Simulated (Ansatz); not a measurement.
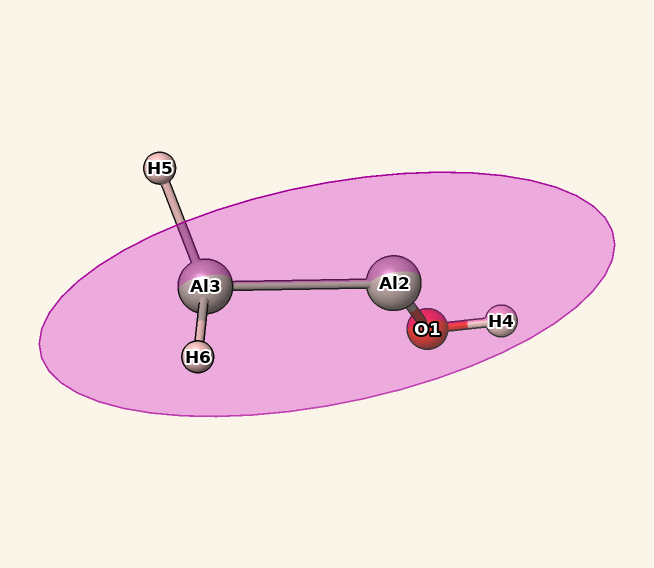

A disc through the centre of mass is drawn in. Distant atoms are faded towards the background colour. The species has charge −1 and is a spin singlet. The computed structure is the end point of a PBE0-D4/def2-TZVPD optimisation. No frequency run is at hand to confirm it as a minimum.

Question: Is the plane of the disc a mirror plane of the structure?

Answer: Yes. The reflection leaves O1, Al2, Al3, H4 in place and moves H5 ↔ H6. The point group is Cs.
